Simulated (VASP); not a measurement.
Band structure of SnGeSe2 (space group Pmc2_1). Computed with r2SCAN meta-GGA, VASP's PBE PAW potentials (set 64) (plane waves; VASP).

The path is coarsely sampled, so an indirect gap can come out somewhat too large. Unless said otherwise, spin-orbit coupling is left out, though it shifts the bands of the heavy elements here.

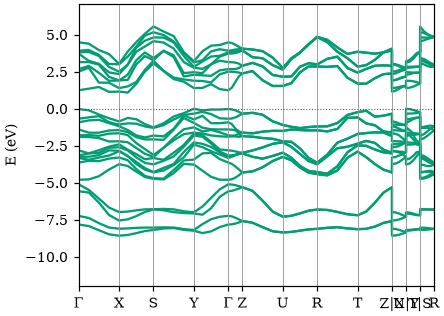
Figure. Bands along high-symmetry lines, zero at the valence-band maximum or, without a gap, the Fermi level

Problem. Read the plot: is there a gap, and where are the band edges?

Solution. The gap is indirect, 1.09 eV, from the valence maximum at Y to the conduction minimum at X-S at 0.25.

The structure comes from a computed database's SnGeSe2 entry (Pmc2_1); how it stands against other phases isn't given here. It was relaxed first.
